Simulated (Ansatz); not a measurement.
# [PH4]+ (phosphonium) at 6 levels

Aim: a comparison of 6 runs (UB3LYP/6-31G, r2SCAN/3-21G, r2SCAN0/6-31G, MP2/6-31G, CCSDT(Q)/6-31G, FCI/6-31G) of [PH4]+ (phosphonium). 

The calculation is run with Ansatz 0.2.0.

## (1) The structure to begin with

[PH4]+: 5 atoms, total charge +1, spin state singlet. SMILES: `[PH4+]`. The H3–P1 distance was set to 2.750 Å, away from the relaxed value. At this shape a bond of the SMILES string is far longer than usual.

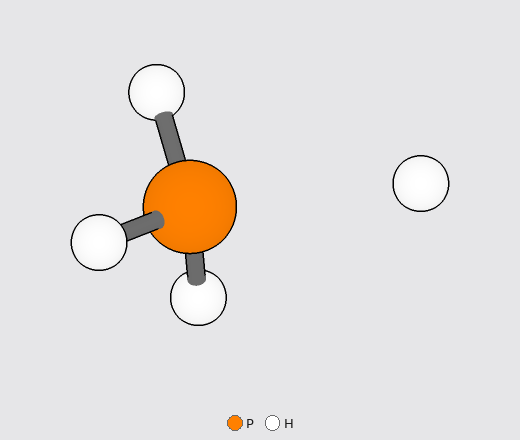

Viewed from a chosen angle; phosphorus orange, hydrogen white.

## (2) The energy at UB3LYP/6-31G (run 1)

Input file molecule.yaml:

```yaml
crystal:
  periodic: [false, false, false]
  atoms:
    - symbol: P
      position_ang: [0.617299, 1.016081, -0.690931]
    - symbol: H
      position_ang: [1.974779, 0.954751, -0.480531]
    - symbol: H
      position_ang: [-0.617320, -1.016050, 0.691010]
    - symbol: H
      position_ang: [0.355459, 0.882331, -2.034321]
    - symbol: H
      position_ang: [0.139069, 2.227221, -0.249151]
basis:
  gaussian:
    orbitals: 6-31G
total_charge: 1
magnetization:
  spin_polarized: true
accuracy: high
hamiltonian:
  xc: {name: B3LYP}
```

Run with:

```console
$ ansatz run molecule.yaml --threads 1 --pin off --max-ram 2610MiB --events-out events.jsonl --progress --plain --runs-dir runs
```

The log of the run:

```text
Warning: RAYON_NUM_THREADS=1 ignored (pool sized by the plan → 1); use --threads N
Functional definition: B3LYP
  name "B3LYP"
  parameter a0 = 0.2
  parameter ax = 0.72
  parameter ac = 0.81
  exchange = (1 - a0 - ax)*slater_x + ax*b88_x + a0*exact_x
  correlation = (1 - ac)*vwn_rpa_c + ac*lyp_c
471 factors; integrals over basis functions are off by at most 2.6e-9 eV
mean field evaluation 1: about -9335.6610 eV, gradient 1.8e1 eV
mean field evaluation 2: about -9325.7383 eV, gradient 3.1e1 eV
mean field evaluation 4: about -9340.1469 eV, gradient 6.0e0 eV
mean field evaluation 8: about -9340.6168 eV, gradient 1.1e-1 eV
mean field evaluation 16: about -9340.6170 eV, gradient 2.0e-6 eV
mean field evaluation 32: about -9340.5818 eV, gradient 4.5e0 eV
mean field -9340.89630504 eV, -343.2716077233 hartree, gradient 1.6e-8 eV, S^2 0.534015; 3 other end points of the search recorded, 0 dependent functions left out
reference -9340.89633792 eV, -343.2716089316 hartree; 9, 9 occupied and 12, 12 virtual orbitals, 471 factors
Total energy: -9340.89633792 eV, -343.2716089316 hartree
```

It took 2.7 s on 1 thread of AMD EPYC 7R43 (Zen 3), shared host; peak memory 0.13 GiB.

## (3) A single-point energy at r2SCAN/3-21G (run 2)

Input file job.yaml:

```yaml
crystal:
  periodic: [false, false, false]
  atoms:
    - symbol: P
      position_ang: [0.617299, 1.016081, -0.690931]
    - symbol: H
      position_ang: [1.974779, 0.954751, -0.480531]
    - symbol: H
      position_ang: [-0.617320, -1.016050, 0.691010]
    - symbol: H
      position_ang: [0.355459, 0.882331, -2.034321]
    - symbol: H
      position_ang: [0.139069, 2.227221, -0.249151]
basis:
  gaussian:
    orbitals: 3-21G.json
total_charge: 1
hamiltonian:
  xc: r2scan
accuracy: high
```

The basis set 3-21G is read from a file made from the Basis Set Exchange's data (not shown).

Run with:

```console
$ ansatz run job.yaml --threads 1 --pin off --max-ram 2610MiB --events-out events.jsonl --progress --plain --runs-dir runs
```

The log of the run:

```text
Warning: RAYON_NUM_THREADS=1 ignored (pool sized by the plan → 1); use --threads N
Functional definition: r2SCAN
  name "r2SCAN"
  parameter k0 = 0.174
  parameter k1 = 0.065
  parameter a1 = 4.9479
  exchange = r2scan_x(k0 = k0, k1 = k1, a1 = a1)
  correlation = r2scan_c
415 factors; integrals over basis functions are off by at most 4.1e-9 eV
mean field evaluation 1: about -9287.1253 eV, gradient 2.7e1 eV
mean field evaluation 2: about -9276.4882 eV, gradient 4.6e1 eV
mean field evaluation 4: about -9290.2513 eV, gradient 1.7e1 eV
mean field evaluation 8: about -9292.0787 eV, gradient 1.2e-1 eV
mean field evaluation 16: about -9292.0476 eV, gradient 6.7e-5 eV
mean field -9292.04764734 eV, -341.4764526635 hartree, gradient 2.4e-9 eV, S^2 0.000000; 0 other end points of the search recorded, 0 dependent functions left out
reference -9292.04764776 eV, -341.4764526790 hartree; 9, 9 occupied and 12, 12 virtual orbitals, 415 factors
Total energy: -9292.04764776 eV, -341.4764526790 hartree
```

Run time: 1.7 s. Hardware: 1 thread of AMD EPYC 7R43 (Zen 3), shared host; peak memory 0.12 GiB.

Runs 3 to 5 aren't shown in full; the table further down has their settings and results.

## (4) A single-point energy at FCI/6-31G (run 6)

Input file molecule.yaml:

```yaml
basis:
  gaussian:
    orbitals: 6-31G
crystal:
  periodic: [false, false, false]
  atoms:
    - {symbol: P, position_ang: [0.617299, 1.016081, -0.690931]}
    - {symbol: H, position_ang: [1.974779, 0.954751, -0.480531]}
    - {symbol: H, position_ang: [-0.617320, -1.016050, 0.691010]}
    - {symbol: H, position_ang: [0.355459, 0.882331, -2.034321]}
    - {symbol: H, position_ang: [0.139069, 2.227221, -0.249151]}
total_charge: 1
correlation:
  method: fci
  frozen_orbitals: {H: 0, P: 5}
accuracy: high
```

Run with:

```console
$ ansatz run molecule.yaml --threads 1 --pin off --max-ram 2610MiB --events-out events.jsonl --progress --plain --runs-dir runs
```

The log of the run:

```text
Warning: RAYON_NUM_THREADS=1 ignored (pool sized by the plan → 1); use --threads N
Functional definition: HF
  name "HF"
  exchange = exact_x
  correlation = 0
471 factors; integrals over basis functions are off by at most 2.6e-9 eV
mean field evaluation 1: about -9318.6888 eV, gradient 1.6e1 eV
mean field evaluation 2: about -9318.6914 eV, gradient 1.5e1 eV
mean field evaluation 4: about -9320.6180 eV, gradient 1.6e0 eV
mean field evaluation 8: about -9320.6346 eV, gradient 2.2e-4 eV
mean field evaluation 16: about -9319.3313 eV, gradient 8.6e0 eV
mean field -9320.63455206 eV, -342.5270020351 hartree, gradient 2.7e-8 eV, S^2 0.000000; 1 other end points of the search recorded, 0 dependent functions left out; unrestricted orbitals would lower it
unrestricted determinant -9322.16742802 eV, -342.5833341878 hartree, S^2 0.8802
5 core orbitals not correlated: weight in the atoms' cores, before any rotation towards them, 1.000 or more for the frozen orbitals, at most 0.000 for the correlated occupied ones
reference -9320.63455206 eV, -342.5270020351 hartree; 4, 4 occupied and 12, 12 virtual orbitals, 471 factors
state -9324.49406253 eV, -342.6688364287 hartree
Total energy: -9324.49406253 eV, -342.6688364287 hartree
```

Wall time 9 s (1 thread of AMD EPYC 7R43 (Zen 3), shared host); peak memory 0.33 GiB.

## (5) The series

| run | level | frozen core orbitals | energy (Eh) | wall time |
| --- | --- | --- | --- | --- |
| 1 | UB3LYP/6-31G | – | -343.271609 | 2.7 s |
| 2 | r2SCAN/3-21G | – | -341.476453 | 1.7 s |
| 3 | r2SCAN0/6-31G | – | -343.191791 | 1.5 s |
| 4 | MP2/6-31G | 5 | -342.617014 | 0.24 s |
| 5 | CCSDT(Q)/6-31G | 5 | -342.668821 | 0.5 s |
| 6 | FCI/6-31G | 5 | -342.668836 | 9 s |

## (6) Outcome

```
                                          quantity          value
                               run 6: total energy  -342.66884 Eh
run 6: correlation energy (5 core orbitals frozen)     -141.8 mEh
```

What this shows: Against full CI in this basis: MP2 +51.8 mEh; CCSDT(Q) +0.0 mEh. Totals of different functionals can't be ranked against each other. In runs 4, 5 the log says that unrestricted orbitals would lower the reference, so the values rest on an unstable closed-shell determinant (other closed-shell runs at this shape may share the fault). Spin contamination of the reference: run 1 ⟨S²⟩ = 0.53. All runs together took 16 s, the longest 9 s.
